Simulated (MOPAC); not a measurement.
**Geometry relaxation, with input and output: CH5O2PSi (part 1 of 3)**

CH5O2PSi, computed with AM1, closed shell, COSMO solvent methanol (MOPAC 23.2.5).

The atoms were displaced at random from an optimised geometry.

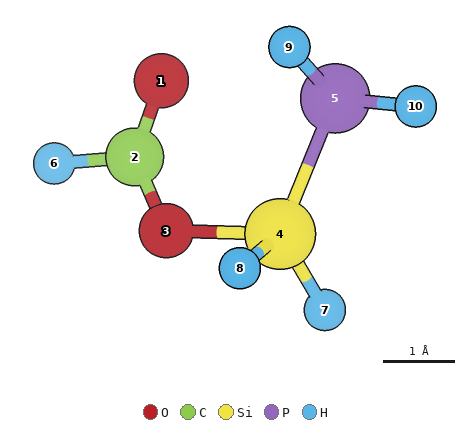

Figure 1. The input geometry (ball-and-stick view, seen at a tilt; atoms are numbered from 1 in the order of the input). Bond lengths as drawn: C–H 1.28 Å, C–O 1.14 to 1.21 Å, H–P 1.43 to 1.49 Å, H–Si 1.48 to 1.56 Å, O–Si 1.79 Å and P–Si 2.08 Å.

## Results in brief

| quantity | value |
| --- | --- |
| outcome | converged |
| heat of formation | −106.63 kcal/mol |
| basis functions | 25 |
| largest force | 0.165 eV/Å |
| HOMO | −10.66 eV |
| LUMO | −0.55 eV |
| dipole moment | 5.92 D |
| hardware | 1 thread of Arm Neoverse N1, 98 GiB of memory available, shared host |
| wall time | 0.75 s |
| peak memory | 0.11 GiB |

## Remarks

Notes on the run: HEAT OF FORMATION IS ESSENTIALLY STATIONARY. MOPAC's energies along a path are heats of formation.

## The input (run.mop)
```
AM1 GNORM=0.05 EPS=32.6 GRADIENTS CYCLES=300 LBFGS AUX(PRECISION=6) THREADS=1
CH5O2PSi optimise
O=CO[SiH2]P
O 0.721351 1 0.672532 1 1.594816 1
C 0.248639 1 -0.360078 1 1.661851 1
O -0.307114 1 -1.074757 1 0.854506 1
Si -0.585318 1 -0.517869 1 -0.824372 1
P 0.028478 1 1.469445 1 -0.826977 1
H 0.353739 1 -0.842499 1 2.841851 1
H -2.045842 1 -0.741754 1 -0.909025 1
H 0.269214 1 -1.653755 1 -1.456213 1
H 1.498129 1 1.306051 1 -1.021608 1
H -0.018726 1 1.697884 1 -2.241407 1
```

Launch command:
```bash
mopac run.mop
```

## What the program printed
```
MOPAC v23.2.5
AM1 CALCULATION RESULTS

 *  AM1        - The AM1 Hamiltonian to be used
 *  EPS=32.6   - USE COSMO IMPLICIT SOLVATION MODEL
 *  LBFGS      - USE THE LBFGS GEOMETRY OPTIMIZER
 *  THREADS=1  - MULTI-THREADING NOT USED
 *  CYCLES=    - DO A MAXIMUM OF 300 STEPS
 *  GNORM      - EXIT WHEN GRADIENT NORM DROPS BELOW 0.050
 *  AUX        - OUTPUT AUXILIARY INFORMATION
 *  GRADIENTS  - ALL GRADIENTS TO BE PRINTED
AM1 GNORM=0.05 EPS=32.6 GRADIENTS CYCLES=300 LBFGS AUX(PRECISION=6) THREADS=1
 CH5O2PSi optimise
 O=CO[SiH2]P
   ATOM   CHEMICAL          X               Y               Z
  NUMBER   SYMBOL      (ANGSTROMS)     (ANGSTROMS)     (ANGSTROMS)

     1       O          0.72135100  *   0.67253200  *   1.59481600  *
     2       C          0.24863900  *  -0.36007800  *   1.66185100  *
     3       O         -0.30711400  *  -1.07475700  *   0.85450600  *
     4      Si         -0.58531800  *  -0.51786900  *  -0.82437200  *
     5       P          0.02847800  *   1.46944500  *  -0.82697700  *
     6       H          0.35373900  *  -0.84249900  *   2.84185100  *
     7       H         -2.04584200  *  -0.74175400  *  -0.90902500  *
     8       H          0.26921400  *  -1.65375500  *  -1.45621300  *
     9       H          1.49812900  *   1.30605100  *  -1.02160800  *
    10       H         -0.01872600  *   1.69788400  *  -2.24140700  *

          CARTESIAN COORDINATES

    NO.       ATOM           X           Y           Z

     1         O          0.7214      0.6725      1.5948
     2         C          0.2486     -0.3601      1.6619
     3         O         -0.3071     -1.0748      0.8545
     4        Si         -0.5853     -0.5179     -0.8244
     5         P          0.0285      1.4694     -0.8270
     6         H          0.3537     -0.8425      2.8419
     7         H         -2.0458     -0.7418     -0.9090
     8         H          0.2692     -1.6538     -1.4562
     9         H          1.4981      1.3061     -1.0216
    10         H         -0.0187      1.6979     -2.2414

           Empirical Formula: C H5 O2 Si P  =    10 atoms

      MOLECULAR POINT GROUP   :   C1

      RHF CALCULATION, NO. OF DOUBLY OCCUPIED LEVELS = 15

          Geometry optimization using L-BFGS
 CYCLE:     1 TIME:   0.016 TIME LEFT:  2.00D  GRAD.:   532.449 HEAT: -33.81939
 CYCLE:     2 TIME:   0.000 TIME LEFT:  2.00D  GRAD.:   510.865 HEAT: -36.59347
 CYCLE:     3 TIME:   0.008 TIME LEFT:  2.00D  GRAD.:   114.290 HEAT: -78.15179
 CYCLE:     4 TIME:   0.008 TIME LEFT:  2.00D  GRAD.:   511.250 HEAT: -36.59631
 CYCLE:     5 TIME:   0.008 TIME LEFT:  2.00D  GRAD.:   114.270 HEAT: -78.15844
 CYCLE:     6 TIME:   0.000 TIME LEFT:  2.00D  GRAD.:   102.837 HEAT: -81.58745
 CYCLE:     7 TIME:   0.008 TIME LEFT:  2.00D  GRAD.:    88.088 HEAT: -87.57188
 CYCLE:     8 TIME:   0.008 TIME LEFT:  2.00D  GRAD.:    78.574 HEAT: -90.85940
 CYCLE:     9 TIME:   0.000 TIME LEFT:  2.00D  GRAD.:    60.249 HEAT: -94.45323
 CYCLE:    10 TIME:   0.008 TIME LEFT:  2.00D  GRAD.:    35.988 HEAT: -95.65244
[... 108 lines of further cycles ...]
 CYCLE:   119 TIME:   0.000 TIME LEFT:  2.00D  GRAD.:    16.302 HEAT: -106.5170
 CYCLE:   120 TIME:   0.008 TIME LEFT:  2.00D  GRAD.:     0.813 HEAT: -106.5679
 CYCLE:   121 TIME:   0.008 TIME LEFT:  2.00D  GRAD.:     0.910 HEAT: -106.5910
 CYCLE:   122 TIME:   0.000 TIME LEFT:  2.00D  GRAD.:     7.496 HEAT: -106.5682
 CYCLE:   123 TIME:   0.008 TIME LEFT:  2.00D  GRAD.:     1.250 HEAT: -106.5924
 CYCLE:   124 TIME:   0.008 TIME LEFT:  2.00D  GRAD.:     1.867 HEAT: -106.5964
 CYCLE:   125 TIME:   0.008 TIME LEFT:  2.00D  GRAD.:     1.104 HEAT: -106.5954
 CYCLE:   126 TIME:   0.000 TIME LEFT:  2.00D  GRAD.:     1.754 HEAT: -106.5865
 CYCLE:   127 TIME:   0.008 TIME LEFT:  2.00D  GRAD.:     5.930 HEAT: -106.5934
 CYCLE:   128 TIME:   0.008 TIME LEFT:  2.00D  GRAD.:     0.629 HEAT: -106.6008

           HEAT OF FORMATION IS ESSENTIALLY STATIONARY

          CURRENT BEST VALUE OF HEAT OF FORMATION =   -106.628463

 AM1 GNORM=0.05 EPS=32.6 GRADIENTS CYCLES=300 LBFGS AUX(PRECISION=6) THREADS=1
 CH5O2PSi optimise
 O=CO[SiH2]P
  O     0.38858149 +1   0.16540869 +1   0.80085843 +1
  C     0.23709672 +1  -0.74362685 +1   1.75902898 +1
  O    -0.53559881 +1  -1.65705171 +1   1.36384706 +1
 Si    -0.59550671 +1  -0.33742125 +1  -0.64424329 +1
  P     0.07104908 +1   1.62119764 +1  -1.42156052 +1
  H     0.75977492 +1  -0.61677834 +1   2.72175697 +1
  H    -2.02349885 +1  -0.17761596 +1  -0.52682306 +1
  H    -0.09476779 +1  -1.46862152 +1  -1.39359521 +1
  H     1.07728241 +1   1.90553403 +1  -0.50825006 +1
  H     0.88644495 +1   1.26417526 +1  -2.47759729 +1

 -------------------------------------------------------------------------------
 AM1 GNORM=0.05 EPS=32.6 GRADIENTS CYCLES=300 LBFGS AUX(PRECISION=6) THREADS=1
 CH5O2PSi optimise
 O=CO[SiH2]P

     HERBERTS TEST WAS SATISFIED IN BFGS
     SCF FIELD WAS ACHIEVED

                              AM1 CALCULATION

          FINAL HEAT OF FORMATION =       -106.62846 KCAL/MOL =    -446.13349 KJ/MOL
          VAN DER WAALS AREA      =        131.81 SQUARE ANGSTROMS

          DIELECTRIC ENERGY       =         -0.93269 EV
          COSMO AREA              =        131.81 SQUARE ANGSTROMS
          COSMO VOLUME            =        123.15 CUBIC ANGSTROMS

          GRADIENT NORM           =          6.31404          =       1.99668 PER ATOM
          IONIZATION POTENTIAL    =         10.656393 EV
          HOMO LUMO ENERGIES (EV) =        -10.656 -0.546
          NO. OF FILLED LEVELS    =         15
          MOLECULAR WEIGHT        =        108.1086         POINT GROUP:  C1

          MOLECULAR DIMENSIONS (Angstroms)

            Atom       Atom       Distance
            H    10    H     6     5.53058
            H     9    H     8     3.66408
            H     7    H     6     2.48787

          SCF CALCULATIONS        =        131

          WALL-CLOCK TIME         =      0.719 SECONDS
          COMPUTATION TIME        =      0.720 SECONDS

          LARGEST ATOMIC GRADIENTS

          Atom     Label                     Cartesian Gradients           Cartesian Coordinates       |Gradient|
                                           X          Y          Z        X          Y          Z

             9       H                   2.503      1.599      2.381    1.07728    1.90553   -0.50825      3.807
             5       P                  -3.392      0.269     -0.929    0.07105    1.62120   -1.42156      3.527
            10       H                   0.939     -0.953     -1.905    0.88644    1.26418   -2.47760      2.327
             2       C                  -1.060     -1.560     -0.115    0.23710   -0.74363    1.75903      1.889
             1       O                   0.404      0.869     -0.685    0.38858    0.16541    0.80086      1.178
             3       O                  -0.436     -0.656      0.335   -0.53560   -1.65705    1.36385      0.856
             8       H                   0.645     -0.430      0.245   -0.09477   -1.46862   -1.39360      0.813
             6       H                   0.343      0.613     -0.101    0.75977   -0.61678    2.72176      0.710
             7       H                  -0.309      0.241      0.582   -2.02350   -0.17762   -0.52682      0.702
             4      Si                   0.364      0.007      0.191   -0.59551   -0.33742   -0.64424      0.411

       FINAL  POINT  AND  DERIVATIVES

   PARAMETER     ATOM    TYPE            VALUE        GRADIENT
      1          1  O    CARTESIAN X     0.388581      0.404303  KCAL/ANGSTROM
      2          1  O    CARTESIAN Y     0.165409      0.868961  KCAL/ANGSTROM
      3          1  O    CARTESIAN Z     0.800858     -0.684657  KCAL/ANGSTROM
      4          2  C    CARTESIAN X     0.237097     -1.059948  KCAL/ANGSTROM
      5          2  C    CARTESIAN Y    -0.743627     -1.559627  KCAL/ANGSTROM
      6          2  C    CARTESIAN Z     1.759029     -0.114612  KCAL/ANGSTROM
      7          3  O    CARTESIAN X    -0.535599     -0.436072  KCAL/ANGSTROM
      8          3  O    CARTESIAN Y    -1.657052     -0.656184  KCAL/ANGSTROM
      9          3  O    CARTESIAN Z     1.363847      0.334642  KCAL/ANGSTROM
     10          4 Si    CARTESIAN X    -0.595507      0.363553  KCAL/ANGSTROM
     11          4 Si    CARTESIAN Y    -0.337421      0.007397  KCAL/ANGSTROM
     12          4 Si    CARTESIAN Z    -0.644243      0.190935  KCAL/ANGSTROM
     13          5  P    CARTESIAN X     0.071049     -3.391987  KCAL/ANGSTROM
     14          5  P    CARTESIAN Y     1.621198      0.268857  KCAL/ANGSTROM
     15          5  P    CARTESIAN Z    -1.421561     -0.929015  KCAL/ANGSTROM
     16          6  H    CARTESIAN X     0.759775      0.342869  KCAL/ANGSTROM
     17          6  H    CARTESIAN Y    -0.616778      0.613080  KCAL/ANGSTROM
     18          6  H    CARTESIAN Z     2.721757     -0.100963  KCAL/ANGSTROM
     19          7  H    CARTESIAN X    -2.023499     -0.309477  KCAL/ANGSTROM
     20          7  H    CARTESIAN Y    -0.177616      0.241292  KCAL/ANGSTROM
     21          7  H    CARTESIAN Z    -0.526823      0.581535  KCAL/ANGSTROM
     22          8  H    CARTESIAN X    -0.094768      0.644823  KCAL/ANGSTROM
     23          8  H    CARTESIAN Y    -1.468622     -0.430396  KCAL/ANGSTROM
     24          8  H    CARTESIAN Z    -1.393595      0.245441  KCAL/ANGSTROM
     25          9  H    CARTESIAN X     1.077282      2.503187  KCAL/ANGSTROM
     26          9  H    CARTESIAN Y     1.905534      1.599181  KCAL/ANGSTROM
     27          9  H    CARTESIAN Z    -0.508250      2.381454  KCAL/ANGSTROM
     28         10  H    CARTESIAN X     0.886445      0.938748  KCAL/ANGSTROM
     29         10  H    CARTESIAN Y     1.264175     -0.952560  KCAL/ANGSTROM
     30         10  H    CARTESIAN Z    -2.477597     -1.904760  KCAL/ANGSTROM

   ATOM   CHEMICAL          X               Y               Z
  NUMBER   SYMBOL      (ANGSTROMS)     (ANGSTROMS)     (ANGSTROMS)

     1       O          0.38858149  *   0.16540869  *   0.80085843  *
     2       C          0.23709672  *  -0.74362685  *   1.75902898  *
     3       O         -0.53559881  *  -1.65705171  *   1.36384706  *
     4      Si         -0.59550671  *  -0.33742125  *  -0.64424329  *
     5       P          0.07104908  *   1.62119764  *  -1.42156052  *
     6       H          0.75977492  *  -0.61677834  *   2.72175697  *
     7       H         -2.02349885  *  -0.17761596  *  -0.52682306  *
     8       H         -0.09476779  *  -1.46862152  *  -1.39359521  *
     9       H          1.07728241  *   1.90553403  *  -0.50825006  *
    10       H          0.88644495  *   1.26417526  *  -2.47759729  *

                             CARTESIAN COORDINATES

   1    O        0.388581490     0.165408689     0.800858432
   2    C        0.237096719    -0.743626849     1.759028978
   3    O       -0.535598811    -1.657051709     1.363847060
   4   Si       -0.595506714    -0.337421248    -0.644243294
   5    P        0.071049084     1.621197642    -1.421560518
   6    H        0.759774918    -0.616778339     2.721756968
   7    H       -2.023498853    -0.177615959    -0.526823056
   8    H       -0.094767787    -1.468621519    -1.393595214
   9    H        1.077282414     1.905534029    -0.508250062
  10    H        0.886444954     1.264175263    -2.477597294

           Empirical Formula: C H5 O2 Si P  =    10 atoms

      MOLECULAR POINT GROUP   :   C1

                  EIGENVALUES
 -40.98588 -36.17118 -24.69176 -22.84885 -18.56707 -18.32945 -16.83771 -15.69610
 -13.58185 -13.42864 -12.99986 -12.58234 -12.13305 -11.72737 -10.65639  -0.54597
   0.56037   0.61678   1.20789   1.67747   1.97730   2.26567   3.18366   4.91793
   5.68356

              NET ATOMIC CHARGES AND DIPOLE CONTRIBUTIONS

  ATOM NO.   TYPE          CHARGE      No. of ELECS.   s-Pop       p-Pop
    1          O          -0.517693        6.5177     1.87614     4.64155
    2          C           0.317980        3.6820     1.27914     2.40288
    3          O          -0.465072        6.4651     1.90969     4.55539
    4         Si           1.354243        2.6458     0.82558     1.82017
    5          P          -1.136930        6.1369     1.85103     4.28590
    6          H           0.263506        0.7365     0.73649
    7          H          -0.209569        1.2096     1.20957
    8          H          -0.200817        1.2008     1.20082
    9          H           0.302078        0.6979     0.69792
   10          H           0.292273        0.7077     0.70773
 DIPOLE           X         Y         Z       TOTAL
 POINT-CHG.     2.228    -3.539     2.325     4.785
 HYBRID         1.592    -0.207     0.198     1.618
 SUM            3.821    -3.746     2.522     5.915

          ATOMIC ORBITAL ELECTRON POPULATIONS

     Atom    s        px        py        pz
    1  O   1.87614   1.72782   1.55411   1.35962
    2  C   1.27914   0.74092   0.75779   0.90417
    3  O   1.90969   1.41472   1.44630   1.69437
    4 Si   0.82558   0.69821   0.57473   0.54723
    5  P   1.85103   1.38021   1.57486   1.33083
    6  H   0.73649
    7  H   1.20957
    8  H   1.20082
    9  H   0.69792
   10  H   0.70773

 *                    *
 * JOB ENDED NORMALLY *
 *                    *

 TOTAL JOB TIME:             0.72 SECONDS

 == MOPAC DONE ==
```

## Trajectory as extended XYZ (Å, eV, eV/Å), 46 of the 128 frames kept, from step=0 to step=127
```
10
Properties=species:S:1:pos:R:3:forces:R:3 step=0 energy=-1.46655
O     0.7214    0.6725    1.5948    5.3315  12.5882  -2.3932
C     0.2486   -0.3601    1.6619    0.0478  -7.3855  12.6835
O    -0.3071   -1.0748    0.8545   -4.4833  -5.9029  -6.0148
Si   -0.5853   -0.5179   -0.8244   -0.0549  -2.3403  -0.5285
P     0.0285    1.4694   -0.8270    2.3116   1.2357  -2.5209
H     0.3537   -0.8425    2.8419   -0.7101   0.0985  -2.6683
H    -2.0458   -0.7418   -0.9090    0.4883   0.2103  -0.2969
H     0.2692   -1.6538   -1.4562   -0.8798   1.2289   0.1494
H     1.4981    1.3061   -1.0216   -1.7945   0.2110   0.6228
H    -0.0187    1.6979   -2.2414   -0.2566   0.0562   0.9669
10
Properties=species:S:1:pos:R:3:forces:R:3 step=3 energy=-1.58697
O     0.7226    0.6754    1.5943    4.9948  11.8765  -2.3892
C     0.2487   -0.3618    1.6648    0.1832  -6.9549  12.4214
O    -0.3081   -1.0761    0.8531   -4.2913  -5.6528  -5.7482
Si   -0.5853   -0.5184   -0.8245   -0.0486  -2.3168  -0.5267
P     0.0290    1.4697   -0.8276    2.3018   1.2484  -2.5220
H     0.3536   -0.8425    2.8412   -0.7050   0.1039  -2.6588
H    -2.0457   -0.7417   -0.9091    0.4836   0.2088  -0.2988
H     0.2690   -1.6535   -1.4562   -0.8755   1.2206   0.1440
H     1.4977    1.3061   -1.0215   -1.7859   0.2090   0.6216
H    -0.0188    1.6979   -2.2412   -0.2570   0.0572   0.9569
10
Properties=species:S:1:pos:R:3:forces:R:3 step=6 energy=-3.79748
O     0.7330    0.7302    1.5329   -0.8209  -1.5433  -0.4293
C     0.2803   -0.3989    1.8312    0.0710   1.0127  -1.5858
O    -0.3282   -1.1266    0.8695    0.5626   0.3450   1.4721
Si   -0.5813   -0.5917   -0.8272    0.1397  -0.1570   1.1575
P     0.1041    1.5287   -0.9190   -0.0805   0.6286  -0.1141
H     0.3324   -0.8609    2.7980   -0.0745  -0.7612   1.0358
H    -2.0292   -0.7333   -0.9255    0.1354   0.0815  -0.2875
H     0.2379   -1.6108   -1.4596   -0.0925   0.1271  -0.4058
H     1.4440    1.3129   -0.9975    0.3793  -0.0266   0.2173
H    -0.0304    1.7056   -2.2293   -0.2194   0.2933  -1.0602
10
Properties=species:S:1:pos:R:3:forces:R:3 step=8 energy=-4.09588
O     0.7017    0.7009    1.4559    0.0750   0.4345  -0.5974
C     0.3005   -0.3852    1.8657   -0.7292  -1.5759   0.0966
O    -0.3226   -1.1637    0.9577    0.1293   0.1578   0.2994
Si   -0.5666   -0.6338   -0.7267    0.2279   1.0626   0.4948
P     0.1320    1.6082   -0.9814   -0.6666  -0.6383   0.2410
H     0.3147   -0.9217    2.8393    0.2587   0.4195   0.1686
H    -2.0065   -0.7213   -0.9594    0.1684   0.0340  -0.0234
H     0.2138   -1.5764   -1.4987    0.0451   0.0283  -0.1874
H     1.4514    1.3138   -0.9647    0.4549   0.0077  -0.0122
H    -0.0557    1.7343   -2.3141    0.0365   0.0697  -0.4801
10
Properties=species:S:1:pos:R:3:forces:R:3 step=11 energy=-4.26771
O     0.6667    0.6517    1.3927   -0.2871  -0.7011   0.0466
C     0.2835   -0.4326    1.8814    0.1558   0.2827   0.0371
O    -0.3370   -1.2069    0.9952   -0.2741  -0.3859  -0.1291
Si   -0.5347   -0.5572   -0.6647    0.0554  -0.2785  -0.3330
P     0.1002    1.5793   -1.0061    0.3419   0.0175  -0.3823
H     0.3402   -0.8990    2.8863    0.1939   0.3475   0.0487
H    -1.9700   -0.7098   -0.9678    0.3247   0.1638   0.1653
H     0.1985   -1.5415   -1.5144   -0.1783   0.4888   0.3382
H     1.4728    1.3230   -0.9549   -0.4513   0.1812  -0.0506
H    -0.0576    1.7480   -2.3744    0.1191  -0.1159   0.2592
10
Properties=species:S:1:pos:R:3:forces:R:3 step=14 energy=-4.37875
O     0.6187    0.5649    1.3228   -0.1105  -0.2299  -0.1479
C     0.2575   -0.4952    1.8853    0.0009   0.0403  -0.0830
O    -0.3837   -1.2928    1.0310    0.0479   0.2208  -0.0710
Si   -0.5093   -0.5368   -0.6290   -0.0147  -0.1465   0.2052
P     0.0945    1.5736   -1.0509   -0.0488   0.0245   0.1283
H     0.3866   -0.8353    2.9279   -0.0114  -0.0156  -0.0465
H    -1.9132   -0.6593   -0.9453   -0.1771   0.1665   0.0954
H     0.1958   -1.4553   -1.4949    0.2480  -0.0155  -0.0185
H     1.4517    1.3589   -0.9623   -0.0142   0.0923  -0.0551
H    -0.0361    1.7325   -2.4111    0.0799  -0.1369  -0.0069
```
